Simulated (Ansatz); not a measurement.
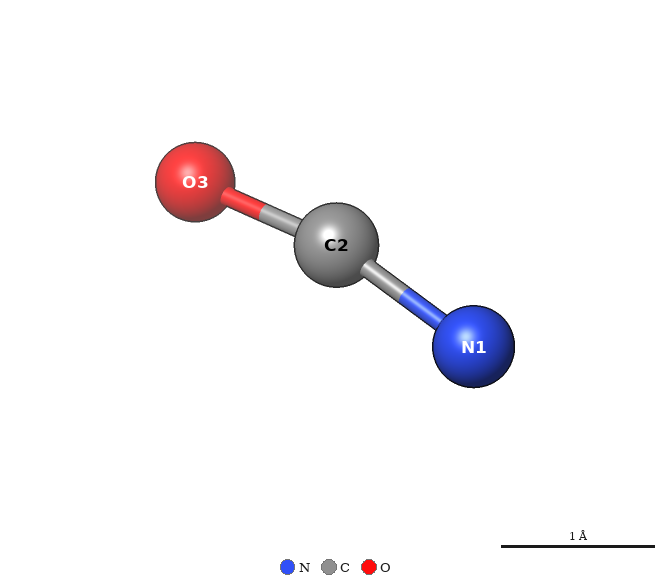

(Drawn from a calculation with Ansatz.)

Orthographic view. Depth is shown by fading: the farther an atom, the more it takes the colour of the background. Charge 0, doublet. Geometry: a fixed input geometry, not necessarily a minimum.

List all interatomic distances (Å) as a matrix.

```tsv
atom	N1	C2	O3
N1	0.00		
C2	1.24	0.00	
O3	2.39	1.16	0.00
```
